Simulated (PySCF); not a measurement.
**A workflow on [P2H3]− (SMILES [PH-]P)**

Wanted: the energy along one coordinate (SCAN/Sapporo-DZP), then the energy along one coordinate (wB97M-D3(BJ)/pc-1) of [P2H3]−. The job is set up through a Python script.

The results are computed with PySCF 2.14.0.

**1. Starting point**

[P2H3]− has 5 atoms, charge -1, and is taken as a singlet. SMILES: `[PH-]P`. Geometry: relaxed at GFN2-xTB. This is one conformer, not always the lowest.

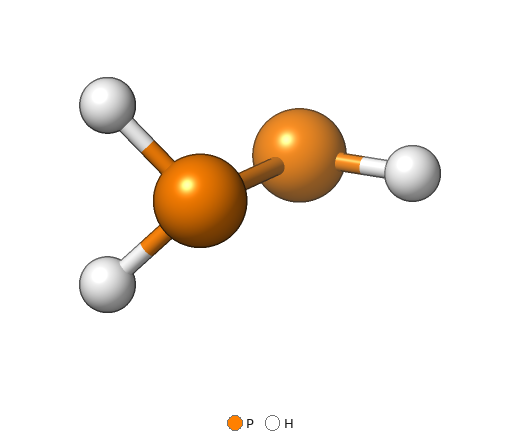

Viewed from a chosen angle; phosphorus orange, hydrogen white.

**2. The energy along one coordinate at SCAN/Sapporo-DZP (density fitting, SMD dimethylsulfoxide) (run 1)**

File mol.xyz:

```xyz
5
H3P2
P      0.790170    -1.109400     0.143810
P     -0.477530     0.546260     0.076070
H      0.279530    -1.462550     1.364400
H     -0.983870     0.470170    -1.228180
H      0.391690     1.555520    -0.356110
```

File job.py:

```python
# [PH-]P
import numpy
from pyscf import gto, dft, solvent
from scipy.spatial.transform import Rotation

molecule = gto.Mole()
molecule.atom = 'mol.xyz'
molecule.max_memory = 1860
molecule.charge = -1
molecule.spin = 0
molecule.verbose = 3
molecule.basis = 'sapporo-dzp'
molecule.build()

x0 = molecule.atom_coords(unit='angstrom')
axis = x0[0] - x0[1]
r0 = -133.986  # dihedral 4-2-1-3 of the start, degrees
axis /= numpy.linalg.norm(axis)
dm = None
scan, good = [], []
for r in [0, 40, 80, 120, 160]:
    xyz = x0.copy()
    xyz[[0, 2]] = Rotation.from_rotvec(axis * numpy.radians(r - r0)).apply(x0[[0, 2]] - x0[0]) + x0[0]
    molecule.set_geom_(xyz, unit='angstrom')
    calc0 = dft.RKS(molecule, xc='scan')
    calc0 = calc0.density_fit()
    calc0 = calc0.SMD()
    calc0.with_solvent.solvent = 'dimethylsulfoxide'
    calc0.kernel(dm0=dm)
    dm = calc0.make_rdm1()
    etot = calc0.e_tot
    scan.append((r, etot))
    good.append(calc0.converged)
    print('dihedral = %.1f deg   E = %.8f Eh   converged: %s' % (r, etot, good[-1]))

e0 = min(e for r, e in scan)
print('angle   E - Emin (kcal/mol)')
for r, e in scan:
    print('%6.3f %10.3f' % (r, (e - e0) * 627.5095))
```

Launch:

```console
$ OMP_NUM_THREADS=1 python job.py
```

Output:

```text
WARN: Even tempered Gaussians are generated as DF auxbasis for  H P

converged SCF energy = -684.587557338783
dihedral = 0.0 deg   E = -684.58755734 Eh   converged: True

WARN: Even tempered Gaussians are generated as DF auxbasis for  H P

converged SCF energy = -684.592895546507
dihedral = 40.0 deg   E = -684.59289555 Eh   converged: True

WARN: Even tempered Gaussians are generated as DF auxbasis for  H P

converged SCF energy = -684.589447919847
dihedral = 80.0 deg   E = -684.58944792 Eh   converged: True

WARN: Even tempered Gaussians are generated as DF auxbasis for  H P

converged SCF energy = -684.585102896775
dihedral = 120.0 deg   E = -684.58510290 Eh   converged: True

WARN: Even tempered Gaussians are generated as DF auxbasis for  H P

converged SCF energy = -684.589552311085
dihedral = 160.0 deg   E = -684.58955231 Eh   converged: True
angle   E - Emin (kcal/mol)
 0.000      3.350
40.000      0.000
80.000      2.163
120.000      4.890
160.000      2.098
```

Run time: 3.1 min. Hardware: 1 thread of Intel Xeon at 2.50GHz (Skylake/Cascade Lake), shared host; peak memory 0.42 GiB.

The scan, from its lowest point:

| H4–P2–P1–H3 (°) | energy (kJ/mol) |
| --- | --- |
| 0.000 | 14.0 |
| 40.000 | 0.0 |
| 80.000 | 9.1 |
| 120.000 | 20.5 |
| 160.000 | 8.8 |

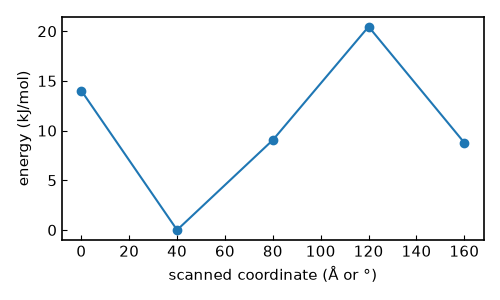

Energy along the scan.

**3. An energy scan at wB97M-D3(BJ)/pc-1 (density fitting) (run 2)**

File run.py:

```python
import numpy
from pyscf import gto, dft
from pyscf import df
from scipy.spatial.transform import Rotation

mol = gto.M(
    atom='''
P      0.790170    -1.109400     0.143810
P     -0.477530     0.546260     0.076070
H      0.279530    -1.462550     1.364400
H     -0.983870     0.470170    -1.228180
H      0.391690     1.555520    -0.356110
''',
    verbose=3,
    charge=-1,
    max_memory=1860,
    basis='pc-1',
)

x0 = mol.atom_coords(unit='angstrom')
axis = x0[0] - x0[1]
r0 = -133.986  # dihedral 4-2-1-3 of the start, degrees
axis /= numpy.linalg.norm(axis)

scan, good = [], []
for r in [0, 40, 80, 120, 160]:
    xyz = x0.copy()
    xyz[[0, 2]] = Rotation.from_rotvec(axis * numpy.radians(r - r0)).apply(x0[[0, 2]] - x0[0]) + x0[0]
    mol.set_geom_(xyz, unit='angstrom')
    mf = dft.RKS(mol, xc='wb97m-d3bj')
    mf = mf.density_fit(auxbasis=df.aug_etb(mol, beta=2.0))
    mf.kernel()
    e_tot = mf.e_tot
    scan.append((r, e_tot))
    good.append(mf.converged)
    print('dihedral = %.1f deg   E = %.8f Eh   converged: %s' % (r, e_tot, good[-1]))

e0 = min(e for r, e in scan)
print('angle   E - Emin (kcal/mol)')
for r, e in scan:
    print('%6.3f %10.3f' % (r, (e - e0) * 627.5095))
```

Launch:

```console
$ OMP_NUM_THREADS=1 python run.py
```

Output:

```text
converged SCF energy = -684.570682680025
dihedral = 0.0 deg   E = -684.57068268 Eh   converged: True
converged SCF energy = -684.577421553933
dihedral = 40.0 deg   E = -684.57742155 Eh   converged: True
converged SCF energy = -684.57315454471
dihedral = 80.0 deg   E = -684.57315454 Eh   converged: True
converged SCF energy = -684.566718608194
dihedral = 120.0 deg   E = -684.56671861 Eh   converged: True
converged SCF energy = -684.571211801589
dihedral = 160.0 deg   E = -684.57121180 Eh   converged: True
angle   E - Emin (kcal/mol)
 0.000      4.229
40.000      0.000
80.000      2.678
120.000      6.716
160.000      3.897
```

Wall time 42 s (1 thread of Intel Xeon at 2.50GHz (Skylake/Cascade Lake), shared host); peak memory 0.29 GiB.

The scan, from its lowest point:

| H4–P2–P1–H3 (°) | energy (kJ/mol) |
| --- | --- |
| 0.000 | 17.7 |
| 40.000 | 0.0 |
| 80.000 | 11.2 |
| 120.000 | 28.1 |
| 160.000 | 16.3 |

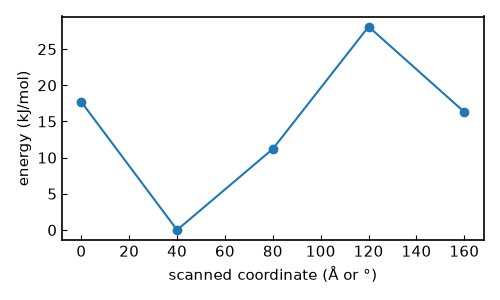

Energy along the scan.
